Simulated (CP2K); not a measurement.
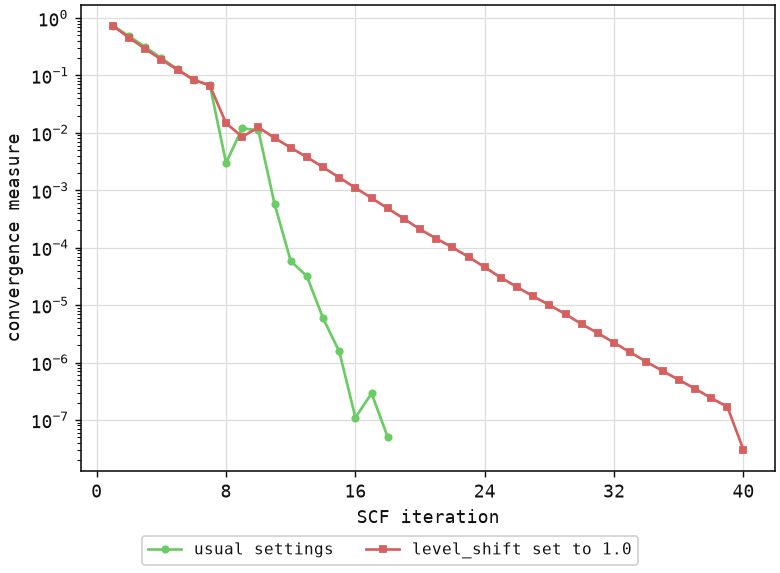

Two SCF runs that differ in one setting.
System: B2H5NO (SMILES BB(N)O).
Method: CP2K 2026.2, RHF AM1.

Question: How did each SCF end?

Answer: “usual settings” converged in 18 iterations. “level_shift set to 1.0” converged in 40 iterations. A level shift pushes the empty orbitals up, which shortens each step: safer, but slower. Both end at the same energy within 1 meV.
